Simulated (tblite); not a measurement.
Polarizability calculation of C2H5Si

C2H5Si, multiplicity 2, computed with GFN1-xTB, U-SCC (tblite 0.8.0).

The geometry comes from this level: GFN2-xTB.

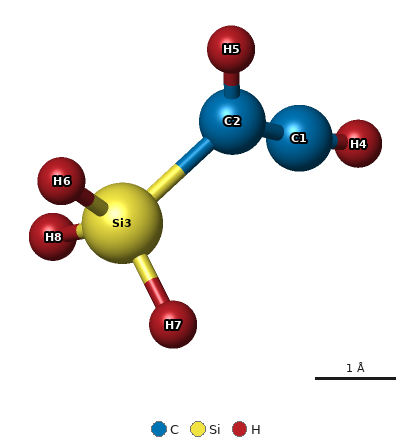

The input geometry (ball-and-stick view, seen at a tilt; atoms are numbered from 1 in the order of the input). Bond lengths as drawn: C–C 1.28 Å, C–H 1.05 to 1.09 Å, C–Si 1.93 Å and H–Si 1.46 Å.

**The input (run.py)**
```python
import json
import numpy as np
from tblite.interface import Calculator
from tblite.library import ffi
from tblite.interface import symbols_to_numbers

symbols = list(map(str, np.loadtxt("input.xyz", skiprows=2, usecols=0, dtype=str, ndmin=1)))
numbers = np.array(symbols_to_numbers(symbols))
positions = np.loadtxt("input.xyz", skiprows=2, usecols=(1, 2, 3), ndmin=2) / 0.52917721

def dipole(field):
    tb = Calculator("GFN1-xTB", numbers, positions, charge=0, uhf=1)
    tb.set("verbosity", 0)
    tb.set("accuracy", 0.01)
    tb.add("spin-polarization", 1.0)
    tb.add("electric-field", ffi.new("double[3]", list(field)))
    return tb.singlepoint()

F = 0.001  # field step, atomic units
sp = dipole([0.0, 0.0, 0.0])
alpha = np.array([(dipole(F * v).get('dipole') - dipole(-F * v).get('dipole')) / (2 * F) for v in np.eye(3)])
print(f"E = {sp.get('energy'):.8f} Eh")
print("polarizability tensor (bohr^3)")
for row in alpha:
    print("".join(f"{v:12.4f}" for v in row))
w = np.linalg.eigvalsh((alpha + alpha.T) / 2)
print("principal values", np.round(w, 3), " isotropic %.3f" % w.mean())
out = {k: np.asarray(sp.get(k)).tolist() for k in ("energy", "gradient", "charges", "dipole", "orbital-energies", "orbital-occupations")}
out.update(symbols=symbols, positions=(positions * 0.529177210903).tolist(), alpha=alpha.tolist())
json.dump(out, open("results.json", "w"))
```

**File input.xyz**
```
8

C     -0.910250     0.295780    -1.433290
C     -0.257560     0.714530    -0.419570
Si     0.537630    -0.495690     0.851580
H     -1.463840     0.063610    -2.295680
H     -0.096540     1.769410    -0.182290
H      1.233190     0.299280     1.865610
H      1.483010    -1.359270     0.146110
H     -0.525640    -1.287650     1.467530
```

Run on 1 thread of Arm Neoverse V1, 24 GiB of memory available, shared host.

Run as:
```bash
python run.py
```

**What the program printed**
```
E = -8.64897945 Eh
polarizability tensor (bohr^3)
     40.6587     -1.0554     12.8721
     -1.0553     38.3934     -1.7622
     12.8722     -1.7626     52.6303
principal values [32.448 38.208 61.027]  isotropic 43.894
```

**Summary**

```tsv
quantity	value
outcome	converged
total energy	−8.648979 hartree
basis functions	27
largest force	2.111 eV/Å
dipole moment	0.57 D
peak memory	0.069 GiB
```
